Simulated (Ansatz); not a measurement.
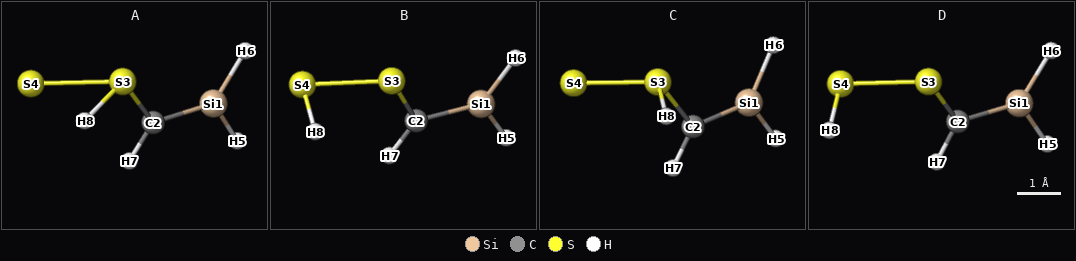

4 geometries from a converged minimum-energy path of CH$_{4}$S$_{2}$Si, shuffled. A ball-and-stick model, seen at a tilt.

Computed with Ansatz 0.2.0, UKS BHLYP/def2-SVP. Settings: 9 movable images; climbing image; force threshold 0.05 eV/Å; iteration limit 38; starting path through a guess of the saddle point.

Q: Which frame is the transition state?

A: A. In order along the path, whose images run from 0 to 10: D (image 2, +0.7 kcal/mol), B (image 4, +12.3 kcal/mol), A (image 6, +50.2 kcal/mol), C (image 10, +29.5 kcal/mol). A hydrogen atom shifts from one atom to another. Breaking: S4–H8 (1.34 → 1.81 at the top → 2.71 Å). Forming: S3–H8 (2.64 → 1.41 at the top → 1.36 Å).

Cost: 15 min on 2 threads of Arm Neoverse N1, with other jobs on the host, peak memory 0.33 GiB.
